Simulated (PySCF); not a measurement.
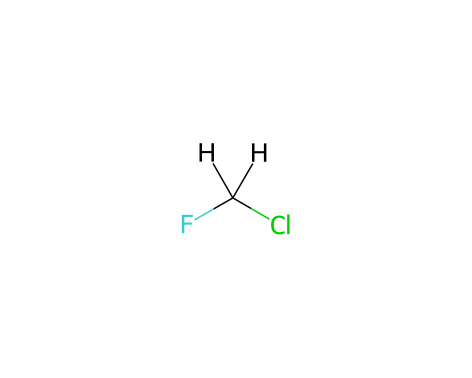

A structural formula.

> Transcribe the drawing into SMILES.

FCCl

> Give the formula, hydrogens included.

CH2ClF.

> An optimisation with PBE0-D3(BJ)/def2-SVP gave a structure of which point group?

Cs.

The parts below concern this one geometry. Atoms keep their numbers from picture to picture. The computed structure is the end point of a PBE0-D3(BJ)/def2-SVP optimisation. No frequency run is at hand to confirm it as a minimum.

## Electronic properties

No frequency run is at hand to confirm it as a minimum. Method: PBE0/6-31+G*, gas phase (PySCF 2.14.0). Excitations: vertical, linear response.

> Estimate the dipole moment.

1.96 D.

> Give the HOMO energy (Kohn–Sham orbital) at this level.

−8.90 eV.

> Give the lowest vertical singlet excitation at this level.

7.45 eV.

> Give the brightest of the 10 lowest singlets at this level.

9.45 eV.

## Bond orders

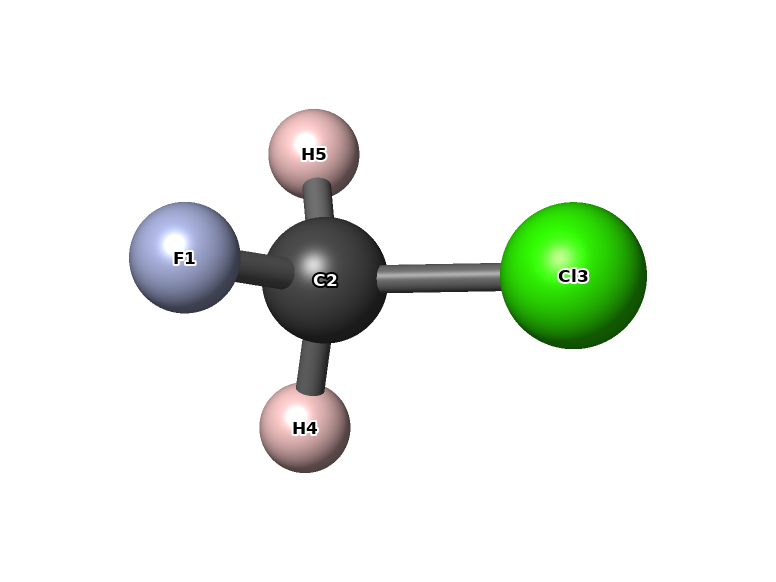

The thickness of each stick grows with its Mayer bond order. No frequency run is at hand to confirm it as a minimum. Method: PBE0/STO-3G (PySCF 2.14.0).

> Which bond has the highest Mayer bond order?

F1–C2, 1.08, at a length of 1.345 Å.

List the Mayer bond orders of F1–C2, C2–Cl3, C2–H4 (one bond of each equivalent set).

| bond | Mayer order | length (Å) |
| --- | --- | --- |
| F1–C2 | 1.08 | 1.345 |
| C2–Cl3 | 0.91 | 1.773 |
| C2–H4 | 0.93 | 1.100 |

## Charges

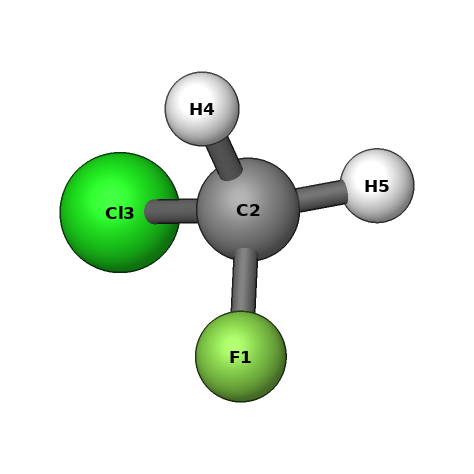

The questions are on ESP-fitted charges. No frequency run is at hand to confirm it as a minimum. Properties computed with PBE0/6-311+G(2d,p), gas phase (PySCF 2.14.0).

Give the ESP-fitted charges atom by atom.

```csv
atom,value (e)
F1,−0.09
C2,−0.20
Cl3,−0.09
H4,0.19
H5,0.19
```
